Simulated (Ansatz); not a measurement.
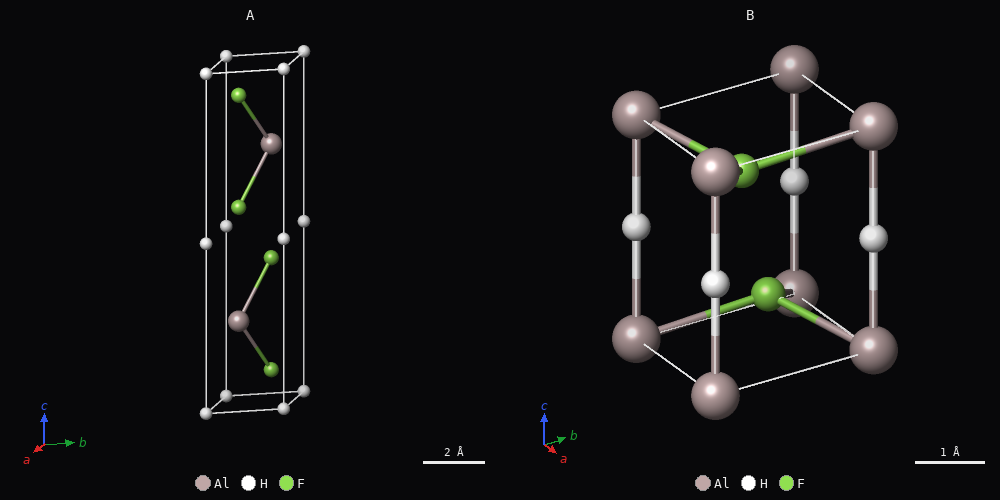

Two structures of AlHF₂, each relaxed to rest (conventional cells in solid outline, small ones repeated, not to one scale). Method: DFT PBE, scalar-relativistic, plane waves, PAW (Ansatz 0.2.0), without spin polarisation.

State the structure in each panel.

A: 8 atoms a cell on a primitive hexagonal lattice, P6_3/mmc. B: 4 atoms a cell on a primitive hexagonal lattice, P-3m1.

Which structure is more stable?

B is lower, by 1109 meV/atom at this level of theory (energies at zero smearing). Volumes: A 8.8, B 9.0 Å³/atom.

One or both may be structure types tried for this composition rather than known phases.
